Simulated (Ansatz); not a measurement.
**BClGaH5Si: up Jacob's ladder to CCSD(T), part 1 of 2**

How much do the methods differ for BClGaH5Si? The plan is to run it at one geometry with functionals of several rungs and with coupled cluster. The yardstick is the atomisation energy at the CCSD(T) limit.

Program: Ansatz 0.2.0, Gaussian basis. Level of theory: functionals in def2-TZVPP, the program's frozen cores in correlated methods. These are calculated values, not measurements.

Levels to be run: LDA (SPW92), PBE-D4, revPBE-D4, BLYP-D4, r2SCAN-D4, B97M-V, PBE0-D4, B3LYP-D4, r2SCANh-D4, r2SCAN0-D4, HSE06-D4, BHLYP-D4, CAM-B3LYP-D4, LC-ωPBE, ωB97X-V, ωB97M-V, B2PLYP, PBE-QIDH; CCSD(T)/def2-SVP; CCSD(T)/def2-TZVPP; MP2/def2-QZVPP; extrapolation to the limit; RPA on PBE.

**1. Structure used throughout**

An earlier PBE0-D4 in a triple-zeta def2 set relaxation fixed the geometry.

SMILES `[SiH3][B](Cl)[GaH2]`, 9 atoms, charge 0, spin multiplicity 1.

Atoms are counted from 1 here; the program's logs count them from 0.

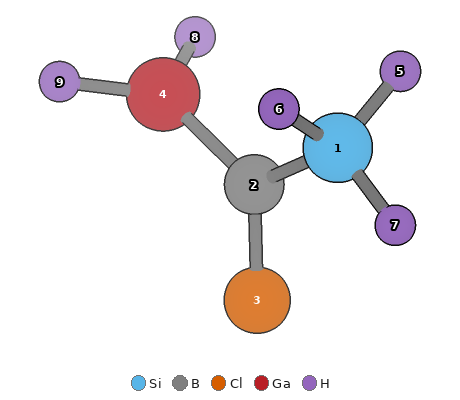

The geometry (silicon blue, boron grey, chlorine orange, gallium red, hydrogen purple); atoms are numbered from 1 in the order of the file.

Geometry (Å):

```
Si    0.3156    1.2507   -1.0186
B     0.4944   -0.5398   -0.1027
Cl    1.7994   -1.6057   -0.5935
Ga   -0.7714   -1.2381    1.4058
H    -1.0322    1.3245   -1.6532
H     0.3712    2.3229    0.0168
H     1.3543    1.5157   -2.0501
H    -2.0662   -2.0673    1.0710
H    -0.4650   -0.9630    2.9245
```

**2. LDA**

This LDA is Slater exchange with PW92 correlation.

Contents of in.yaml:

```yaml
crystal:
  periodic: [false, false, false]
  atoms:
    - {symbol: Si, position_ang: [0.315626, 1.250737, -1.018581]}
    - {symbol: B, position_ang: [0.494362, -0.539822, -0.102681]}
    - {symbol: Cl, position_ang: [1.799363, -1.605710, -0.593480]}
    - {symbol: Ga, position_ang: [-0.771421, -1.238107, 1.405804]}
    - {symbol: H, position_ang: [-1.032241, 1.324532, -1.653241]}
    - {symbol: H, position_ang: [0.371209, 2.322904, 0.016833]}
    - {symbol: H, position_ang: [1.354269, 1.515750, -2.050143]}
    - {symbol: H, position_ang: [-2.066211, -2.067250, 1.070962]}
    - {symbol: H, position_ang: [-0.464965, -0.963024, 2.924529]}
basis:
  gaussian: {orbitals: def2-TZVPP}
hamiltonian: {xc: lda}
output: {orbitals: {seedname: orbitals}}
```

Run with:

```sh
ansatz run in.yaml --threads 4 --pin off --events-out ev --progress --plain --max-ram 10444MiB
```

Log:

```text
Functional definition: SPW92
  name "SPW92"
  cite "Dirac, Proc. Camb. Phil. Soc. 26, 376 (1930) doi:10.1017/S0305004100016108"
  cite "Slater, Phys. Rev. 81, 385 (1951) doi:10.1103/PhysRev.81.385"
  cite "Perdew & Wang, Phys. Rev. B 45, 13244 (1992) doi:10.1103/PhysRevB.45.13244"
  exchange = slater_x
  correlation = pw_c
1414 factors; their error is unknown
mean field evaluation 1: about -73368.2803 eV, gradient 5.1e1 eV
mean field evaluation 2: about -73360.6827 eV, gradient 8.2e1 eV
mean field evaluation 4: about -73373.1200 eV, gradient 5.4e0 eV
mean field evaluation 8: about -73373.1909 eV, gradient 1.3e-1 eV
mean field evaluation 16: about -73373.1538 eV, gradient 1.3e-4 eV
mean field -73373.15378913 eV, -2696.4136676408 hartree, gradient 3.2e-5 eV, S^2 0.000000; 0 other end points of the search recorded, 0 dependent functions left out
reference -73373.15383698 eV, -2696.4136693992 hartree; 36, 36 occupied and 197, 197 virtual orbitals, 1414 factors
Total energy: -73373.15383698 eV, -2696.4136693992 hartree
```

Run time: 2 s. Hardware: 4 threads of Arm Neoverse N1, shared host.

Atomisation energy: 2766.7 kJ/mol (free atoms -73344.479 eV, run apart). HOMO -6.00 eV, LUMO -3.54 eV.

**3. PBE-D4 (GGA)**

Edit in.yaml of step 2 so:

```diff
@@ -14,3 +14,3 @@
   gaussian: {orbitals: def2-TZVPP}
-hamiltonian: {xc: lda}
-output: {orbitals: {seedname: orbitals}}
+hamiltonian: {xc: pbe, dispersion: d4}
+output: {forces: true, orbitals: {seedname: orbitals}}
```

The command is unchanged.

Log, cut to the lines that bear on the results:

```text
Functional definition: PBE
  name "PBE"
  cite "Perdew, Burke & Ernzerhof, Phys. Rev. Lett. 77, 3865 (1996) doi:10.1103/PhysRevLett.77.3865"
  parent pbe
[...]
1414 factors; their error is unknown
[...]
mean field -73517.95853032 eV, -2701.7351437272 hartree, gradient 2.7e-5 eV, S^2 0.000000; 0 other end points of the search recorded, 0 dependent functions left out
[...]
reference -73517.95858137 eV, -2701.7351456032 hartree; 36, 36 occupied and 197, 197 virtual orbitals, 1414 factors
Total energy: -73518.18918599 eV, -2701.7436201665 hartree
Atom 0 at     0.315626     1.250737    -1.018581 Å, force     0.021452    -0.133637     0.063590 eV/Å
Atom 1 at     0.494362    -0.539822    -0.102681 Å, force    -0.140066     0.077329     0.074469 eV/Å
Atom 2 at     1.799363    -1.605710    -0.593480 Å, force     0.155511    -0.135182    -0.053646 eV/Å
Atom 3 at    -0.771421    -1.238107     1.405804 Å, force     0.084971     0.060620    -0.109701 eV/Å
Atom 4 at    -1.032241     1.324532    -1.653241 Å, force    -0.139629     0.022933    -0.063580 eV/Å
Atom 5 at     0.371209     2.322904     0.016833 Å, force    -0.003891     0.119836     0.098175 eV/Å
Atom 6 at     1.354269     1.515750    -2.050143 Å, force     0.106639     0.039007    -0.113284 eV/Å
Atom 7 at    -2.066211    -2.067250     1.070962 Å, force    -0.085869    -0.055272     0.001775 eV/Å
Atom 8 at    -0.464965    -0.963024     2.924529 Å, force     0.000880     0.004365     0.102201 eV/Å
Dipole moment:     0.010096     0.015241    -0.017471 e Å
```

Run time: 3.9 s. Hardware: 4 threads of Arm Neoverse N1, shared host.

Atomisation energy: 2465.3 kJ/mol (free atoms -73492.638 eV, run apart). HOMO -5.89 eV, LUMO -3.34 eV.

**4. revPBE-D4 (GGA)**

Edit in.yaml of step 3 so:

```diff
@@ -14,3 +14,3 @@
   gaussian: {orbitals: def2-TZVPP}
-hamiltonian: {xc: pbe, dispersion: d4}
-output: {forces: true, orbitals: {seedname: orbitals}}
+hamiltonian: {xc: {name: revPBE}, dispersion: d4}
+output: {orbitals: {seedname: orbitals}}
```

Launched as before.

Log:

```text
Functional definition: revPBE
  name "revPBE"
  cite "Zhang & Yang, Phys. Rev. Lett. 80, 890 (1998) doi:10.1103/PhysRevLett.80.890"
  cite "Perdew, Burke & Ernzerhof, Phys. Rev. Lett. 77, 3865 (1996) doi:10.1103/PhysRevLett.77.3865"
  parameter kappa = 1.245
  parameter beta = 0.06672455060314922
  exchange = pbe_x(kappa = kappa, mu = beta*pi^2/3)
  correlation = pbe_c(beta = beta)
1414 factors; their error is unknown
mean field evaluation 1: about -73524.4118 eV, gradient 4.5e1 eV
mean field evaluation 2: about -73519.3005 eV, gradient 7.1e1 eV
mean field evaluation 4: about -73528.5991 eV, gradient 4.1e0 eV
mean field evaluation 8: about -73528.6046 eV, gradient 1.8e-1 eV
mean field evaluation 16: about -73528.6047 eV, gradient 2.1e-5 eV
mean field -73528.60468643 eV, -2702.1263827478 hartree, gradient 2.1e-5 eV, S^2 0.000000; 0 other end points of the search recorded, 0 dependent functions left out
reference -73528.60475011 eV, -2702.1263850881 hartree; 36, 36 occupied and 197, 197 virtual orbitals, 1414 factors
Total energy: -73529.18187691 eV, -2702.1475941070 hartree
```

It took 3.1 s on 4 threads of Arm Neoverse N1, shared host.

With the free atoms at this level, -73504.094 eV in sum, the atomisation energy is 2420.6 kJ/mol. HOMO -5.84 eV, LUMO -3.25 eV.

**5. BLYP-D4 (GGA)**

Edit in.yaml of step 4 so:

```diff
@@ -14,3 +14,3 @@
   gaussian: {orbitals: def2-TZVPP}
-hamiltonian: {xc: {name: revPBE}, dispersion: d4}
+hamiltonian: {xc: {name: BLYP}, dispersion: d4}
 output: {orbitals: {seedname: orbitals}}
```

The command is unchanged.

Log:

```text
Functional definition: BLYP
  name "BLYP"
  cite "Becke, Phys. Rev. A 38, 3098 (1988) doi:10.1103/PhysRevA.38.3098"
  cite "Lee, Yang & Parr, Phys. Rev. B 37, 785 (1988) doi:10.1103/PhysRevB.37.785"
  parameter beta = 0.0042
  parameter a = 0.04918
  parameter b = 0.132
  parameter c = 0.2533
  parameter d = 0.349
  exchange = b88_x(beta = beta)
  correlation = lyp_c(a = a, b = b, c = c, d = d)
1414 factors; their error is unknown
mean field evaluation 1: about -73532.7941 eV, gradient 4.9e1 eV
mean field evaluation 2: about -73526.7433 eV, gradient 7.7e1 eV
mean field evaluation 4: about -73537.6178 eV, gradient 4.7e0 eV
mean field evaluation 8: about -73537.6726 eV, gradient 1.1e-1 eV
mean field evaluation 16: about -73537.6347 eV, gradient 1.4e-4 eV
mean field -73537.63472728 eV, -2702.4582306284 hartree, gradient 4.0e-5 eV, S^2 0.000000; 0 other end points of the search recorded, 0 dependent functions left out
reference -73537.63515435 eV, -2702.4582463230 hartree; 36, 36 occupied and 197, 197 virtual orbitals, 1414 factors
Total energy: -73538.12535046 eV, -2702.4762606977 hartree
```

Run time: 3.3 s. Hardware: 4 threads of Arm Neoverse N1, shared host.

With the free atoms at this level, -73513.031 eV in sum, the atomisation energy is 2421.3 kJ/mol. HOMO -5.77 eV, LUMO -3.14 eV.

**6. r2SCAN-D4 (meta-GGA)**

Edit in.yaml of step 5 so:

```diff
@@ -14,3 +14,3 @@
   gaussian: {orbitals: def2-TZVPP}
-hamiltonian: {xc: {name: BLYP}, dispersion: d4}
-output: {orbitals: {seedname: orbitals}}
+hamiltonian: {xc: r2scan, dispersion: d4}
+output: {forces: true, orbitals: {seedname: orbitals}}
```

The command is unchanged.

Log, cut to the lines that bear on the results:

```text
Functional definition: r2SCAN
  name "r2SCAN"
  cite "Furness, Kaplan, Ning, Perdew & Sun, J. Phys. Chem. Lett. 11, 8208 (2020) doi:10.1021/acs.jpclett.0c02405"
  cite "Furness, Kaplan, Ning, Perdew & Sun, J. Phys. Chem. Lett. 11, 9248 (2020) doi:10.1021/acs.jpclett.0c03077"
  parent r2scan
[...]
1414 factors; their error is unknown
[...]
mean field -73534.15571503 eV, -2702.3303792863 hartree, gradient 6.0e-5 eV, S^2 0.000000; 0 other end points of the search recorded, 0 dependent functions left out
[...]
reference -73534.15573024 eV, -2702.3303798453 hartree; 36, 36 occupied and 197, 197 virtual orbitals, 1414 factors
Total energy: -73534.20974296 eV, -2702.3323647761 hartree
Atom 0 at     0.315626     1.250737    -1.018581 Å, force     0.001027     0.000010     0.000549 eV/Å
Atom 1 at     0.494362    -0.539822    -0.102681 Å, force    -0.169363     0.064938     0.107218 eV/Å
Atom 2 at     1.799363    -1.605710    -0.593480 Å, force     0.106301    -0.103136    -0.030411 eV/Å
Atom 3 at    -0.771421    -1.238107     1.405804 Å, force     0.017194     0.006238    -0.018742 eV/Å
Atom 4 at    -1.032241     1.324532    -1.653241 Å, force     0.019876     0.010347     0.010883 eV/Å
Atom 5 at     0.371209     2.322904     0.016833 Å, force    -0.008094    -0.009079    -0.022216 eV/Å
Atom 6 at     1.354269     1.515750    -2.050143 Å, force    -0.018875     0.004690     0.012831 eV/Å
Atom 7 at    -2.066211    -2.067250     1.070962 Å, force     0.091263     0.058123     0.045535 eV/Å
Atom 8 at    -0.464965    -0.963024     2.924529 Å, force    -0.039329    -0.032130    -0.105646 eV/Å
Dipole moment:    -0.005427     0.031036    -0.013429 e Å
```

Wall time 8.5 s (4 threads of Arm Neoverse N1, shared host).

Atomisation energy: 2489.3 kJ/mol (free atoms -73508.409 eV, run apart). HOMO -6.10 eV, LUMO -3.13 eV.

**7. B97M-V (meta-GGA)**

Edit in.yaml of step 6 so:

```diff
@@ -14,3 +14,3 @@
   gaussian: {orbitals: def2-TZVPP}
-hamiltonian: {xc: r2scan, dispersion: d4}
-output: {forces: true, orbitals: {seedname: orbitals}}
+hamiltonian: {xc: {name: B97M-V}}
+output: {orbitals: {seedname: orbitals}}
```

Same command.

Log, cut to the lines that bear on the results:

```text
Functional definition: B97M-V
  name "B97M-V"
  cite "Mardirossian & Head-Gordon, J. Chem. Phys. 142, 074111 (2015) doi:10.1063/1.4907719"
  cite "Becke, J. Chem. Phys. 107, 8554 (1997) doi:10.1063/1.475007"
  cite "Vydrov & Van Voorhis, J. Chem. Phys. 133, 244103 (2010) doi:10.1063/1.3521275"
  # Of w^i u^j: cxij and so on, Table III.
[...]
  gx(w, u) = cx00 + cx01*u + cx02*u^2 + (cx10 + cx11*u)*w
  gss(w, u) = css00 + css02*u^2 + css10*w + (css32*w^3 + css42*w^4)*u^2
  gos(w, u) = cos00 + cos01*u + cos03*u^3 + cos10*w + cos32*w^3*u^2
[...]
      + integral(e_c_pw_mod_opposite_spin*gos(b97_w_opposite, b97_u_opposite)) + vv10(b, c)
1414 factors; their error is unknown
[...]
mean field -73521.70646661 eV, -2701.8728778452 hartree, gradient 2.1e-5 eV, S^2 0.000000; 0 other end points of the search recorded, 0 dependent functions left out
reference -73521.70654121 eV, -2701.8728805870 hartree; 36, 36 occupied and 197, 197 virtual orbitals, 1414 factors
Total energy: -73521.70654121 eV, -2701.8728805870 hartree
```

Run time: 17 s. Hardware: 4 threads of Arm Neoverse N1, shared host.

Atomisation energy: 2507.5 kJ/mol (free atoms -73495.718 eV, run apart). HOMO -6.22 eV, LUMO -3.20 eV.

**8. PBE0-D4 (hybrid)**

Edit in.yaml of step 7 so:

```diff
@@ -14,3 +14,3 @@
   gaussian: {orbitals: def2-TZVPP}
-hamiltonian: {xc: {name: B97M-V}}
+hamiltonian: {xc: pbe0, dispersion: d4}
 output: {orbitals: {seedname: orbitals}}
```

Its log isn't repeated here (it stands with the study of this molecule's fields); it ends on a total energy of -73521.305042 eV.

Atomisation energy: 2456.5 kJ/mol (free atoms -73495.845 eV, run apart). HOMO -6.99 eV, LUMO -2.45 eV.

**9. B3LYP-D4 (hybrid)**

B3LYP here takes the VWN-RPA correlation.

Edit in.yaml of step 8 so:

```diff
@@ -14,3 +14,3 @@
   gaussian: {orbitals: def2-TZVPP}
-hamiltonian: {xc: pbe0, dispersion: d4}
-output: {orbitals: {seedname: orbitals}}
+hamiltonian: {xc: {name: B3LYP}, dispersion: d4}
+output: {forces: true, orbitals: {seedname: orbitals}}
```

Same command.

Log, cut to the lines that bear on the results:

```text
Functional definition: B3LYP
  name "B3LYP"
  cite "Stephens, Devlin, Chabalowski & Frisch, J. Phys. Chem. 98, 11623 (1994) doi:10.1021/j100096a001"
  cite "Becke, Phys. Rev. A 38, 3098 (1988) doi:10.1103/PhysRevA.38.3098"
  cite "Lee, Yang & Parr, Phys. Rev. B 37, 785 (1988) doi:10.1103/PhysRevB.37.785"
  cite "Vosko, Wilk & Nusair, Can. J. Phys. 58, 1200 (1980) doi:10.1139/p80-159"
[...]
1471 factors; their error is unknown
[...]
mean field -73539.17371290 eV, -2702.5147873067 hartree, gradient 4.5e-5 eV, S^2 0.000000; 0 other end points of the search recorded, 0 dependent functions left out
[...]
reference -73539.17403242 eV, -2702.5147990488 hartree; 36, 36 occupied and 197, 197 virtual orbitals, 1471 factors
Total energy: -73539.55198837 eV, -2702.5286886740 hartree
Atom 0 at     0.315626     1.250737    -1.018581 Å, force    -0.029006     0.088129    -0.028243 eV/Å
Atom 1 at     0.494362    -0.539822    -0.102681 Å, force    -0.102899     0.138249     0.006695 eV/Å
Atom 2 at     1.799363    -1.605710    -0.593480 Å, force     0.161443    -0.137174    -0.057631 eV/Å
Atom 3 at    -0.771421    -1.238107     1.405804 Å, force    -0.037402    -0.008834     0.037420 eV/Å
Atom 4 at    -1.032241     1.324532    -1.653241 Å, force     0.080517     0.001056     0.032259 eV/Å
Atom 5 at     0.371209     2.322904     0.016833 Å, force    -0.001492    -0.057341    -0.065229 eV/Å
Atom 6 at     1.354269     1.515750    -2.050143 Å, force    -0.062996    -0.014388     0.061688 eV/Å
Atom 7 at    -2.066211    -2.067250     1.070962 Å, force     0.001197    -0.001115     0.012591 eV/Å
Atom 8 at    -0.464965    -0.963024     2.924529 Å, force    -0.009362    -0.008583     0.000449 eV/Å
Dipole moment:     0.002138     0.031571    -0.020070 e Å
```

Run time: 8 s. Hardware: 4 threads of Arm Neoverse N1, shared host; peak memory 0.71 GiB.

With the free atoms at this level, -73514.142 eV in sum, the atomisation energy is 2451.7 kJ/mol. HOMO -6.81 eV, LUMO -2.59 eV.

**10. r2SCANh-D4 (hybrid)**

Edit in.yaml of step 9 so:

```diff
@@ -14,3 +14,3 @@
   gaussian: {orbitals: def2-TZVPP}
-hamiltonian: {xc: {name: B3LYP}, dispersion: d4}
-output: {forces: true, orbitals: {seedname: orbitals}}
+hamiltonian: {xc: {name: r2SCANh}, dispersion: d4}
+output: {orbitals: {seedname: orbitals}}
```

The command is unchanged.

Log, cut to the lines that bear on the results:

```text
Functional definition: r2SCANh
  name "r2SCANh"
  cite "Bursch, Neugebauer, Ehlert & Grimme, J. Chem. Phys. 156, 134105 (2022) doi:10.1063/5.0086040"
  cite "Furness, Kaplan, Ning, Perdew & Sun, J. Phys. Chem. Lett. 11, 8208 (2020) doi:10.1021/acs.jpclett.0c02405"
  cite "Furness, Kaplan, Ning, Perdew & Sun, J. Phys. Chem. Lett. 11, 9248 (2020) doi:10.1021/acs.jpclett.0c03077"
  parent r2scan
[...]
1437 factors; their error is unknown
[...]
mean field -73533.76511896 eV, -2702.3160251456 hartree, gradient 3.4e-5 eV, S^2 0.000000; 0 other end points of the search recorded, 0 dependent functions left out
reference -73533.76513295 eV, -2702.3160256595 hartree; 36, 36 occupied and 197, 197 virtual orbitals, 1437 factors
Total energy: -73533.82450631 eV, -2702.3182075903 hartree
```

Wall time 9 s (4 threads of Arm Neoverse N1, shared host); peak memory 0.68 GiB.

Atomisation energy: 2479.2 kJ/mol (free atoms -73508.129 eV, run apart). HOMO -6.51 eV, LUMO -2.81 eV.

**11. r2SCAN0-D4 (hybrid)**

Edit in.yaml of step 10 so:

```diff
@@ -14,3 +14,3 @@
   gaussian: {orbitals: def2-TZVPP}
-hamiltonian: {xc: {name: r2SCANh}, dispersion: d4}
+hamiltonian: {xc: {name: r2SCAN0}, dispersion: d4}
 output: {orbitals: {seedname: orbitals}}
```

Same command.

Log, cut to the lines that bear on the results:

```text
Functional definition: r2SCAN0
  name "r2SCAN0"
  cite "Bursch, Neugebauer, Ehlert & Grimme, J. Chem. Phys. 156, 134105 (2022) doi:10.1063/5.0086040"
  cite "Furness, Kaplan, Ning, Perdew & Sun, J. Phys. Chem. Lett. 11, 8208 (2020) doi:10.1021/acs.jpclett.0c02405"
  cite "Furness, Kaplan, Ning, Perdew & Sun, J. Phys. Chem. Lett. 11, 9248 (2020) doi:10.1021/acs.jpclett.0c03077"
  parent r2scan
[...]
1493 factors; their error is unknown
[...]
mean field -73533.22282008 eV, -2702.2960960295 hartree, gradient 6.9e-5 eV, S^2 0.000000; 0 other end points of the search recorded, 0 dependent functions left out
reference -73533.22283223 eV, -2702.2960964758 hartree; 36, 36 occupied and 197, 197 virtual orbitals, 1493 factors
Total energy: -73533.28926352 eV, -2702.2985377808 hartree
```

Run time: 9 s. Hardware: 4 threads of Arm Neoverse N1, shared host; peak memory 0.7 GiB.

With the free atoms at this level, -73507.733 eV in sum, the atomisation energy is 2465.8 kJ/mol. HOMO -7.13 eV, LUMO -2.34 eV.

**12. HSE06-D4 (hybrid)**

HSE06 is the plane-wave form, built on full-range PBE exchange.

Edit in.yaml of step 11 so:

```diff
@@ -14,3 +14,3 @@
   gaussian: {orbitals: def2-TZVPP}
-hamiltonian: {xc: {name: r2SCAN0}, dispersion: d4}
+hamiltonian: {xc: hse06, dispersion: d4}
 output: {orbitals: {seedname: orbitals}}
```

Launched as before.

Log, cut to the lines that bear on the results:

```text
Functional definition: HSE06
  name "HSE06"
  cite "Heyd, Scuseria & Ernzerhof, J. Chem. Phys. 118, 8207 (2003) doi:10.1063/1.1564060"
  cite "Krukau, Vydrov, Izmaylov & Scuseria, J. Chem. Phys. 125, 224106 (2006) doi:10.1063/1.2404663"
  cite "Heyd & Scuseria, J. Chem. Phys. 120, 7274 (2004) doi:10.1063/1.1668634"
  cite "Ernzerhof & Perdew, J. Chem. Phys. 109, 3313 (1998) doi:10.1063/1.476928"
  cite "Perdew, Burke & Ernzerhof, Phys. Rev. Lett. 77, 3865 (1996) doi:10.1103/PhysRevLett.77.3865"
  parent pbe
[...]
  # The whole range is PBE's own exchange, as in plane waves. The composition of these papers is wPBEh.
[...]
1493 factors; their error is unknown
116 factors; integrals over basis functions are off by at most 8.5e-7 eV
[...]
mean field -73520.63292158 eV, -2701.8334257931 hartree, gradient 1.7e-5 eV, S^2 0.000000; 0 other end points of the search recorded, 0 dependent functions left out
reference -73520.63297280 eV, -2701.8334276757 hartree; 36, 36 occupied and 197, 197 virtual orbitals, 1493 factors
Total energy: -73520.82143289 eV, -2701.8403534562 hartree
```

Wall time 6 s (4 threads of Arm Neoverse N1, shared host); peak memory 0.7 GiB.

Atomisation energy: 2457.3 kJ/mol (free atoms -73495.354 eV, run apart). HOMO -6.60 eV, LUMO -2.83 eV.

**13. BHLYP-D4 (hybrid)**

Edit in.yaml of step 12 so:

```diff
@@ -14,3 +14,3 @@
   gaussian: {orbitals: def2-TZVPP}
-hamiltonian: {xc: hse06, dispersion: d4}
+hamiltonian: {xc: {name: BHLYP}, dispersion: d4}
 output: {orbitals: {seedname: orbitals}}
```

Launched as before.

Log:

```text
Functional definition: BHLYP
  name "BHLYP"
  cite "Becke, J. Chem. Phys. 98, 1372 (1993) doi:10.1063/1.464304"
  cite "Becke, Phys. Rev. A 38, 3098 (1988) doi:10.1103/PhysRevA.38.3098"
  cite "Lee, Yang & Parr, Phys. Rev. B 37, 785 (1988) doi:10.1103/PhysRevB.37.785"
  parameter a = 0.5
  exchange = (1 - a)*b88_x + a*exact_x
  correlation = lyp_c
1611 factors; their error is unknown
mean field evaluation 1: about -73534.0598 eV, gradient 2.0e1 eV
mean field evaluation 2: about -73534.5846 eV, gradient 1.8e1 eV
mean field evaluation 4: about -73534.9375 eV, gradient 7.8e-1 eV
mean field evaluation 8: about -73535.4462 eV, gradient 2.8e-1 eV
mean field evaluation 16: about -73535.4463 eV, gradient 3.5e-5 eV
mean field -73535.44626685 eV, -2702.3778061911 hartree, gradient 3.5e-5 eV, S^2 0.000000; 0 other end points of the search recorded, 0 dependent functions left out
reference -73535.44648372 eV, -2702.3778141609 hartree; 36, 36 occupied and 197, 197 virtual orbitals, 1611 factors
Total energy: -73535.78275236 eV, -2702.3901718056 hartree
```

Run time: 6 s. Hardware: 4 threads of Arm Neoverse N1, shared host; peak memory 0.7 GiB.

With the free atoms at this level, -73510.625 eV in sum, the atomisation energy is 2427.4 kJ/mol. HOMO -8.02 eV, LUMO -1.37 eV.

**14. CAM-B3LYP-D4 (range-separated)**

Edit in.yaml of step 13 so:

```diff
@@ -14,3 +14,3 @@
   gaussian: {orbitals: def2-TZVPP}
-hamiltonian: {xc: {name: BHLYP}, dispersion: d4}
+hamiltonian: {xc: {name: CAM-B3LYP}, dispersion: d4}
 output: {orbitals: {seedname: orbitals}}
```

Same command.

Log, cut to the lines that bear on the results:

```text
Functional definition: CAM-B3LYP
  name "CAM-B3LYP"
  cite "Yanai, Tew & Handy, Chem. Phys. Lett. 393, 51 (2004) doi:10.1016/j.cplett.2004.06.011"
  cite "Iikura, Tsuneda, Yanai & Hirao, J. Chem. Phys. 115, 3540 (2001) doi:10.1063/1.1383587"
  cite "Becke, Phys. Rev. A 38, 3098 (1988) doi:10.1103/PhysRevA.38.3098"
  cite "Lee, Yang & Parr, Phys. Rev. B 37, 785 (1988) doi:10.1103/PhysRevB.37.785"
  cite "Vosko, Wilk & Nusair, Can. J. Phys. 58, 1200 (1980) doi:10.1139/p80-159"
[...]
  # Exact exchange under (alpha + beta erf(omega r))/r, Becke's under what is left of 1/r.
[...]
1471 factors; their error is unknown
346 factors; integrals over basis functions are off by at most 1.2e-5 eV
[...]
mean field -73539.69609907 eV, -2702.5339846443 hartree, gradient 7.4e-5 eV, S^2 0.000000; 0 other end points of the search recorded, 0 dependent functions left out
reference -73539.69625470 eV, -2702.5339903638 hartree; 36, 36 occupied and 197, 197 virtual orbitals, 1471 factors
Total energy: -73539.90354078 eV, -2702.5416079868 hartree
```

Run time: 6.5 s. Hardware: 4 threads of Arm Neoverse N1, shared host; peak memory 0.75 GiB.

With the free atoms at this level, -73514.362 eV in sum, the atomisation energy is 2464.4 kJ/mol. HOMO -8.28 eV, LUMO -1.27 eV.

(Continued in part 2 of 2.)
